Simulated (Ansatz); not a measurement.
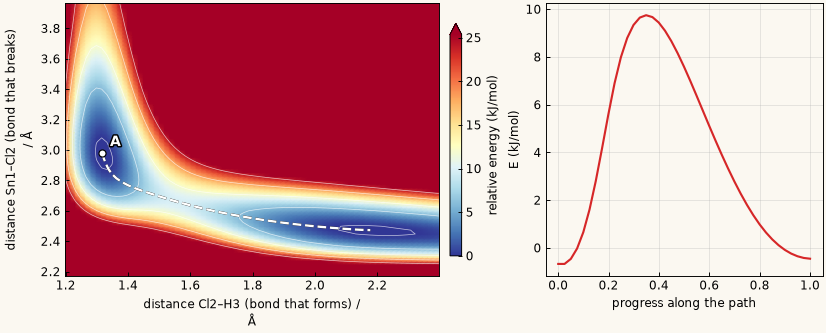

The reacting system Cl3HSn. 
- Coordinates scanned: (1) distance Cl2–H3 (bond that forms); (2) distance Sn1–Cl2 (bond that breaks).
- Relaxed at each point: all other coordinates.
- The grid has 8 × 8 points.
- Points are written as (first, second).
- Energies are in kJ/mol, from the lowest grid point.
- The reference is spin-restricted, so regions where a bond is pulled apart into radicals lie too high.
- All numbers below come from Ansatz, RKS PBE0-D4/def2-SVP.

In the figure: a smooth colour map with a few white contour lines, a line along the lowest path, one colour for all values above the top of the scale, the energy along the path at the right, the start A. Between grid points the surface is interpolated.

**Describe the path and its barrier.**

The easiest path leads from the well at about (1.32 Å, 2.98 Å) to the well at about (2.18 Å, 2.47 Å), about 0.22 kJ/mol higher. Its highest point lies about 10 kJ/mol above the bottom of the first well on the interpolated surface, at about (1.56 Å, 2.66 Å). This is the barrier on the constrained surface; relaxing the other coordinates would change it.
